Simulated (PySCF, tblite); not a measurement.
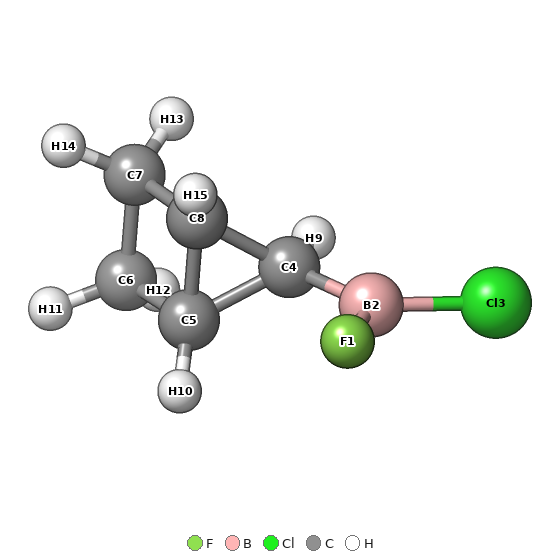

The molecule: C₅H₇BClF, SMILES FB(Cl)[C@H]1[C@@H]2CC[C@@H]21.

GIAO shifts, PBE0/pcSseg-1, PySCF, at a GFN2-xTB geometry (a minimum by its frequencies), against CFCl₃ for ¹⁹F and BF₃.OEt₂ for ¹¹B computed at the same level (¹⁹F: this reference is a hard case for the method, so all values can be off together by tens of ppm, and differences between signals are safer). Gas phase, fully decoupled, line heights follow the number of nuclei, widths are arbitrary (no quadrupolar broadening); values of one conformer, averaged over methyl-type rotors and exact or near symmetry; other conformers aren't averaged in.

Q: How many ¹⁹F lines appear, and where?

A: 1 signal.


```
δ (ppm)  nuclei  atoms
  −42.8       1     F1
```

Q: Which ¹¹B signals does it give?

A: 1 signal.


```tsv
δ (ppm)	nuclei	atoms
44.3	1	B2
```

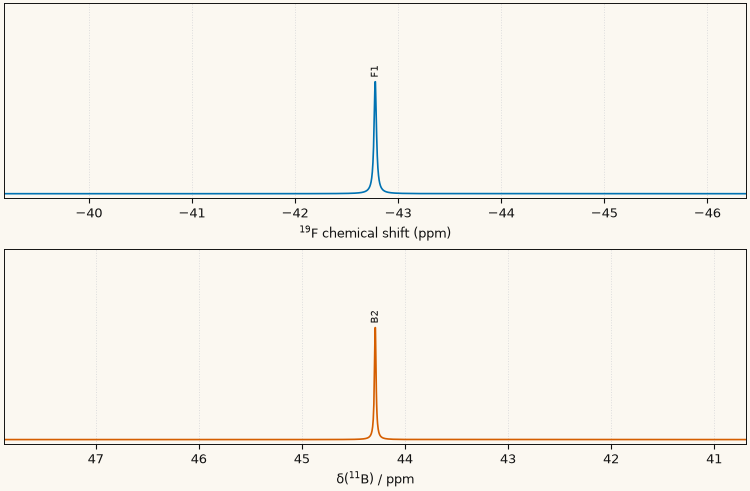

Note: the tight-binding geometry is rougher than a DFT one and adds to the error.
